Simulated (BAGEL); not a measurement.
**C3H5F (SMILES C/C=C/F): HF/6-31G(d) (density fitting with qzvpp-jkfit, spherical functions)**

What is the energy change on altering one bond length of C3H5F at HF/6-31G* (density fitting with qzvpp-jkfit, spherical functions)? 

Program for the calculation: BAGEL 1.2.2.

1 further run of the same task is left out (set aside as unsound or not needed). Runs told in other sessions of the task aren't counted.

### Step 1. Starting point

C3H5F: 9 atoms, total charge 0, spin state singlet. As SMILES, `C/C=C/F`. The shape is that of a PBE0-D4/def2-TZVP optimisation.

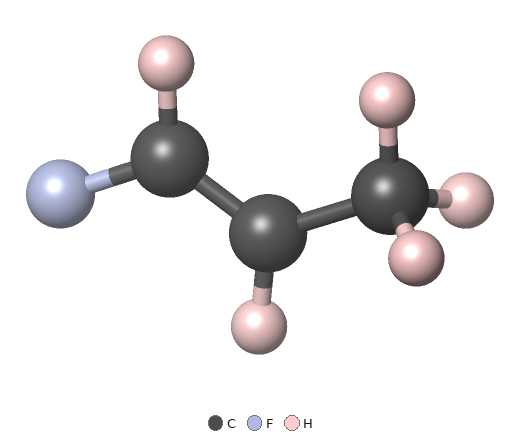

Viewed from a chosen angle; carbon dark grey, fluorine light blue, hydrogen pink.

### Step 2. The energy at HF/6-31G(d) (density fitting with qzvpp-jkfit, spherical functions)

hf.json

```json
{ "bagel": [

{
  "title": "molecule",
  "basis": "6-31gs.json",
  "df_basis": "qzvpp-jkfit",
  "angstrom": true,
  "geometry": [
    { "atom": "C", "xyz": [   -0.482600,    1.041700,   -0.078600 ] },
    { "atom": "C", "xyz": [    0.190700,   -0.232400,   -0.454700 ] },
    { "atom": "C", "xyz": [    0.503900,   -1.168300,    0.420300 ] },
    { "atom": "F", "xyz": [    1.110100,   -2.308100,    0.061300 ] },
    { "atom": "H", "xyz": [   -1.439100,    1.150700,   -0.598200 ] },
    { "atom": "H", "xyz": [   -0.675100,    1.090900,    0.995000 ] },
    { "atom": "H", "xyz": [    0.129000,    1.906700,   -0.351600 ] },
    { "atom": "H", "xyz": [    0.437900,   -0.404300,   -1.498400 ] },
    { "atom": "H", "xyz": [    0.313700,   -1.123300,    1.487600 ] }
  ]
},
{ "title": "hf" },
{ "title": "print", "file": "orbitals.molden", "orbitals": true }

]}
```

The basis set 6-31G* is read from a file made from the Basis Set Exchange's data (not shown).

The run is started by

```sh
BAGEL_NUM_THREADS=1 BAGEL hf.json > hf.out
```

Log:

```text
* using 1 threads per process

  ===============================================================
  ===============================================================

  *** Geometry ***

  { "atom" : "C", "xyz" : [     -0.911982,      1.968528,     -0.148532 ] },
  { "atom" : "C", "xyz" : [      0.360371,     -0.439172,     -0.859258 ] },
  { "atom" : "C", "xyz" : [      0.952233,     -2.207767,      0.794252 ] },
  { "atom" : "F", "xyz" : [      2.097785,     -4.361677,      0.115840 ] },
  { "atom" : "H", "xyz" : [     -2.719505,      2.174508,     -1.130434 ] },
  { "atom" : "H", "xyz" : [     -1.275754,      2.061502,      1.880277 ] },
  { "atom" : "H", "xyz" : [      0.243775,      3.603141,     -0.664428 ] },
  { "atom" : "H", "xyz" : [      0.827511,     -0.764016,     -2.831566 ] },
  { "atom" : "H", "xyz" : [      0.592807,     -2.122729,      2.811157 ] },

  Number of auxiliary basis functions:      392

  Since a DF basis is specified, we compute 2- and 3-index integrals:
    o Being stored without compression. Storage requirement is 0.014 GB

  Number of basis functions:       66
  Number of electrons      :       32

    * METHOD: MOLECULE                             0.11

  *** RHF ***

  === Nuclear Repulsion ===
   113.8225906714

      * DIIS with orbital gradients will be used.

  === RHF iteration (6-31gs.json) ===
      0       -215.79403715          0.01883708           0.02
      1       -215.89262807          0.00922785           0.02
      2       -215.91646653          0.00214378           0.02
      3       -215.91809950          0.00042955           0.02
      4       -215.91817001          0.00010415           0.02
      5       -215.91817713          0.00003037           0.02
      6       -215.91817778          0.00001924           0.02
      7       -215.91817795          0.00000413           0.02
      8       -215.91817796          0.00000162           0.02
      9       -215.91817796          0.00000072           0.02
     10       -215.91817796          0.00000021           0.02
     11       -215.91817796          0.00000009           0.02
     12       -215.91817796          0.00000003           0.02
     13       -215.91817796          0.00000001           0.02
     14       -215.91817796          0.00000000           0.02
    * SCF iteration converged.

    * Permanent dipole moment:
           (    0.322599,    -0.615778,    -0.162401) a.u.

    * METHOD: HF                                   0.41

    * METHOD: PRINT                                0.01

  ===============================================================
```

Run time: 0.68 s. Hardware: 1 thread of Arm Neoverse V2, shared host.

### Step 3. The distorted shape at the same level

job.json

```json
{ "bagel" : [

{
  "title" : "molecule",
  "basis" : "6-31gs.json",
  "df_basis" : "qzvpp-jkfit",
  "angstrom" : "true",
  "geometry" : [
    { "atom" : "C", "xyz" : [      -0.971893,       0.349682,       0.139806 ] },
    { "atom" : "C", "xyz" : [      -0.298593,      -0.924418,      -0.236294 ] },
    { "atom" : "C", "xyz" : [       0.014607,      -1.860318,       0.638706 ] },
    { "atom" : "F", "xyz" : [       0.620807,      -3.000118,       0.279706 ] },
    { "atom" : "H", "xyz" : [      -1.928393,       0.458682,      -0.379794 ] },
    { "atom" : "H", "xyz" : [      -1.164393,       0.398882,       1.213406 ] },
    { "atom" : "H", "xyz" : [       0.129000,       1.906700,      -0.351600 ] },
    { "atom" : "H", "xyz" : [      -0.051393,      -1.096318,      -1.279994 ] },
    { "atom" : "H", "xyz" : [      -0.175593,      -1.815318,       1.706006 ] }
  ]
},

{ "title" : "hf" },

{ "title" : "print", "file" : "orbitals.molden", "orbitals" : "true" }

]}
```

The basis set 6-31G* is read from a file made from the Basis Set Exchange's data (not shown).

The run is started by

```sh
BAGEL_NUM_THREADS=1 BAGEL job.json > job.out
```

Log:

```text
* using 1 threads per process

  ===============================================================
  ===============================================================

  *** Geometry ***

  { "atom" : "C", "xyz" : [     -1.836612,      0.660803,      0.264195 ] },
  { "atom" : "C", "xyz" : [     -0.564259,     -1.746897,     -0.446531 ] },
  { "atom" : "C", "xyz" : [      0.027603,     -3.515492,      1.206979 ] },
  { "atom" : "F", "xyz" : [      1.173155,     -5.669401,      0.528568 ] },
  { "atom" : "H", "xyz" : [     -3.644135,      0.866783,     -0.717707 ] },
  { "atom" : "H", "xyz" : [     -2.200384,      0.753778,      2.293005 ] },
  { "atom" : "H", "xyz" : [      0.243775,      3.603141,     -0.664428 ] },
  { "atom" : "H", "xyz" : [     -0.097119,     -2.071741,     -2.418838 ] },
  { "atom" : "H", "xyz" : [     -0.331823,     -3.430454,      3.223884 ] },

  Number of auxiliary basis functions:      392

  Since a DF basis is specified, we compute 2- and 3-index integrals:
    o Being stored without compression. Storage requirement is 0.014 GB

  Number of basis functions:       66
  Number of electrons      :       32

    * METHOD: MOLECULE                             0.11

  *** RHF ***

  === Nuclear Repulsion ===
   111.6000660838

      * DIIS with orbital gradients will be used.

  === RHF iteration (6-31gs.json) ===
      0       -215.64240139          0.01883758           0.02
      1       -215.74715025          0.00970976           0.02
      2       -215.77477876          0.00219828           0.02
      3       -215.77686548          0.00050519           0.02
      4       -215.77697541          0.00014580           0.02
      5       -215.77699417          0.00003565           0.02
      6       -215.77699530          0.00001529           0.02
      7       -215.77699542          0.00000478           0.02
      8       -215.77699544          0.00000162           0.02
      9       -215.77699544          0.00000071           0.02
     10       -215.77699544          0.00000022           0.02
     11       -215.77699544          0.00000010           0.02
     12       -215.77699544          0.00000003           0.02
     13       -215.77699544          0.00000001           0.02
     14       -215.77699544          0.00000000           0.02
    * SCF iteration converged.

    * Permanent dipole moment:
           (    0.567511,     0.014787,    -0.330650) a.u.

    * METHOD: HF                                   0.41

    * METHOD: PRINT                                0.01

  ===============================================================
```

It took 0.68 s on 1 thread of Arm Neoverse V2, shared host.

### Step 4. Summary of results

Level: HF/6-31G* (density fitting with qzvpp-jkfit, spherical functions).

| quantity | value |
| --- | --- |
| first shape: total energy | -215.91818 Eh |
| first shape: dipole moment | 1.81 D |
| first shape: HOMO energy | -9.76 eV |
| first shape: LUMO energy | 5.28 eV |
| first shape: HOMO–LUMO gap | 15.05 eV |
| distorted shape: total energy | -215.77700 Eh |
| distorted shape: dipole moment | 1.67 D |
| distorted shape: HOMO energy | -9.20 eV |
| distorted shape: LUMO energy | 2.02 eV |
| distorted shape: HOMO–LUMO gap | 11.22 eV |
| energy change with the C1–H7 bond stretched from 1.094 to 1.969 Å | 3.842 eV |

What this shows: With the C1–H7 bond stretched from 1.094 to 1.969 Å the energy rises by 3.84 eV (371 kJ/mol). The first shape isn't relaxed at this level, so the change isn't measured from a minimum. A restricted reference can't describe the breaking bond well at this length.
